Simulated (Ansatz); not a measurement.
**revPBE/def2-TZVPPD run of HBS (hydrogen boron sulfide)**

What is the vertical singlet–triplet gap of HBS (hydrogen boron sulfide) at revPBE/def2-TZVPPD? 

The results are computed with Ansatz 0.2.0.

56 further runs of the same task are left out: 3 that didn't finish, 53 set aside as unsound or not needed.

### 1 The system as given

HBS: 3 atoms, total charge 0, spin state singlet. As SMILES, `B=S`. Geometry: relaxed at PBE0-D4/def2-TZVP.

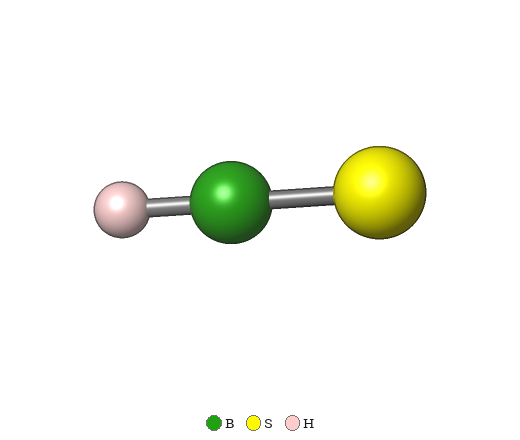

The structure, seen from a chosen angle (boron green, sulfur yellow, hydrogen pink).

### 2 The energy at revPBE/def2-TZVPPD

Input file run.yaml:

```yaml
crystal:
  periodic: [false, false, false]
  atoms:
    - {symbol: B, position_ang: [-0.038660, -0.014560, 0.134750]}
    - {symbol: S, position_ang: [0.399170, 0.147640, -1.393290]}
    - {symbol: H, position_ang: [-0.360510, -0.133080, 1.258530]}
basis:
  gaussian:
    orbitals: def2-TZVPPD.json
hamiltonian:
  xc: {name: revPBE}
accuracy: high
output:
  orbitals: {seedname: orbitals}
```

The basis set def2-TZVPPD is read from a file made from the Basis Set Exchange's data (not shown).

Run with:

```console
ansatz run run.yaml --threads 1 --pin off --max-ram 3480MiB --events-out events.jsonl --progress --plain --runs-dir runs
```

Output:

```text
Warning: RAYON_NUM_THREADS=1 ignored (pool sized by the plan → 1); use --threads N
Functional definition: revPBE
  name "revPBE"
  parameter kappa = 1.245
  parameter beta = 0.06672455060314922
  exchange = pbe_x(kappa = kappa, mu = beta*pi^2/3)
  correlation = pbe_c(beta = beta)
1398 factors; integrals over basis functions are off by at most 4.0e-9 eV
mean field evaluation 1: about -11523.7951 eV, gradient 3.1e1 eV
mean field evaluation 2: about -11517.2463 eV, gradient 5.3e1 eV
mean field evaluation 4: about -11526.5386 eV, gradient 3.2e0 eV
mean field evaluation 8: about -11526.5626 eV, gradient 1.8e-2 eV
mean field evaluation 16: about -11526.5626 eV, gradient 1.4e-7 eV
mean field -11526.56255858 eV, -423.5933610429 hartree, gradient 2.4e-8 eV, S^2 0.000000; 0 other end points of the search recorded, 0 dependent functions left out
reference -11526.56256374 eV, -423.5933612329 hartree; 11, 11 occupied and 94, 94 virtual orbitals, 1398 factors
Total energy: -11526.56256374 eV, -423.5933612329 hartree
```

Wall time 3.3 s (1 thread of Arm Neoverse V1, shared host); peak memory 0.19 GiB.

### 3 The triplet, same level

Input file in.yaml:

```yaml
basis:
  gaussian:
    orbitals: def2-TZVPPD.json
crystal:
  periodic: [false, false, false]
  atoms:
    - {symbol: B, position_ang: [-0.038660, -0.014560, 0.134750]}
    - {symbol: S, position_ang: [0.399170, 0.147640, -1.393290]}
    - {symbol: H, position_ang: [-0.360510, -0.133080, 1.258530]}
magnetization:
  spin_polarized: true
  initial_magnetization: 2
hamiltonian:
  xc: {name: revPBE}
accuracy: high
output:
  orbitals: {seedname: orbitals}
```

The basis set def2-TZVPPD is read from a file made from the Basis Set Exchange's data (not shown).

Run with:

```console
ansatz run in.yaml --threads 1 --pin off --max-ram 3480MiB --events-out events.jsonl --progress --plain --runs-dir runs
```

Output (excerpt; [...] marks lines left out):

```text
Warning: RAYON_NUM_THREADS=1 ignored (pool sized by the plan → 1); use --threads N
[... 2 set-up lines as earlier in the session ...]
[...]
1398 factors; integrals over basis functions are off by at most 4.0e-9 eV
[...]
mean field -11522.04912577 eV, -423.4274954468 hartree, gradient 7.3e-9 eV, S^2 2.009393; 8 other end points of the search recorded, 0 dependent functions left out
reference -11522.04913103 eV, -423.4274956400 hartree; 12, 10 occupied and 93, 95 virtual orbitals, 1398 factors
Total energy: -11522.04913103 eV, -423.4274956400 hartree
```

Run time: 4.1 min. Hardware: 1 thread of Arm Neoverse V1, shared host; peak memory 0.26 GiB.

### 4 Results

Level: revPBE/def2-TZVPPD.

```
                                        quantity          value
                           singlet: total energy  -423.59336 Eh
                            singlet: HOMO energy       -7.38 eV
                            singlet: LUMO energy       -2.10 eV
                          singlet: HOMO–LUMO gap        5.28 eV
                           triplet: total energy  -423.42750 Eh
     triplet: HOMO energy (highest over α and β)       -3.12 eV
                                   triplet: ⟨S²⟩          2.009
vertical energy of the triplet above the singlet       4.513 eV
```

**Reading.** At this shape the triplet lies 4.51 eV (104 kcal/mol) above the singlet.
